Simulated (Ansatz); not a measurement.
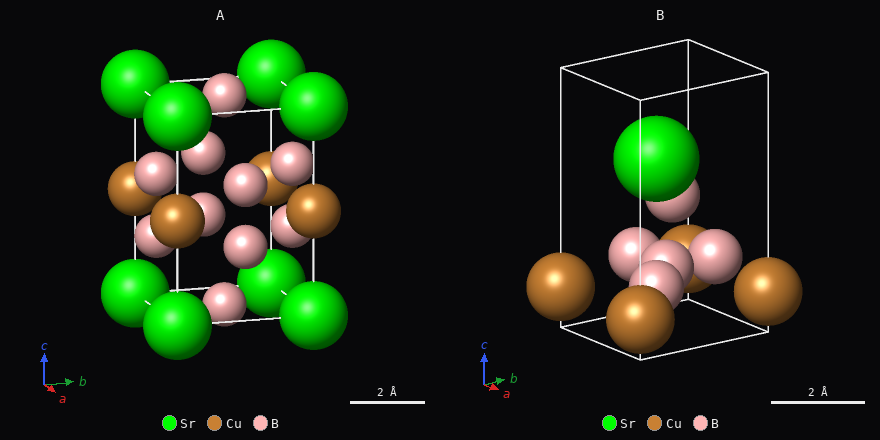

Two structures of SrCuB5, each relaxed to rest (conventional cells in solid outline, small ones repeated, not to one scale). Method: DFT PBE, scalar-relativistic, plane waves, PAW in Ansatz, without spin polarisation.

### Give the type and space group of each.

A: 7 atoms a cell on a primitive tetragonal lattice, P4/mmm. B: 7 atoms a cell on a primitive hexagonal lattice, P3m1.

### Which structure wins energetically, and by what margin?

B is lower, by 997 meV/atom at this level of theory (energies at zero smearing). Volumes: A 12.5, B 14.6 Å³/atom.

One or both may be structure types tried for this composition rather than known phases.
